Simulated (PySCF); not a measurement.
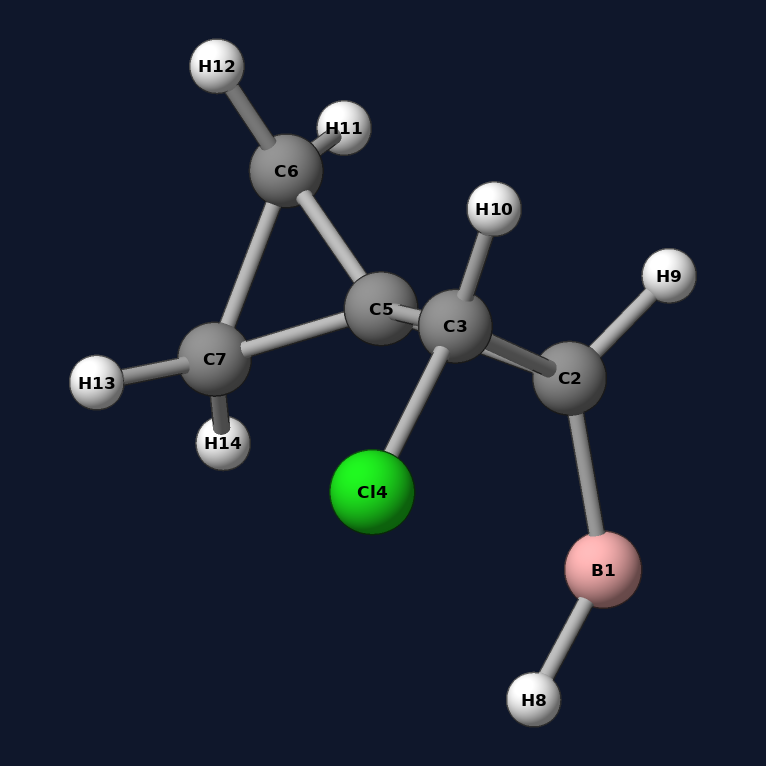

The questions are on Mulliken spin populations. State: neutral, doublet. The geometry was computed by an optimisation with GFN2-xTB. No frequency run is at hand to confirm it as a minimum. Method: UKS B3LYP, pcH-1 on B C Cl H, non-relativistic (PySCF 2.14.0).

Give the Mulliken spin populations atom by atom.

```tsv
atom	value (e)
B1	0.97
C2	−0.03
C3	0.05
Cl4	0.00
C5	−0.01
C6	0.00
C7	0.00
H8	0.01
H9	0.01
H10	0.00
H11	0.00
H12	0.00
H13	0.00
H14	0.00
```

Mulliken values depend strongly on the basis set. The geometry is semi-empirical. Around B such bond lengths and angles can be off by a tenth of an ångström or more and by several degrees, and values that hang on the shape move with them.
